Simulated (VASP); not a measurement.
Band structure of Li (bcc). All values below come from RPBE GGA, VASP's PBE PAW potentials (set 64) (plane waves; VASP 6.6.1).

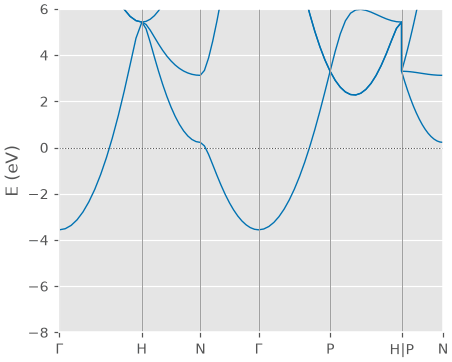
Fig. 1. Bands along high-symmetry lines, zero at the valence-band maximum or, without a gap, the Fermi level

### Question
Read the plot: is there a gap, and where are the band edges?

### Answer
It has no gap at this level: it comes out as a metal or semimetal. (Edges off the drawn lines would not show.)

The compound is Li in the bcc structure. It was relaxed first.
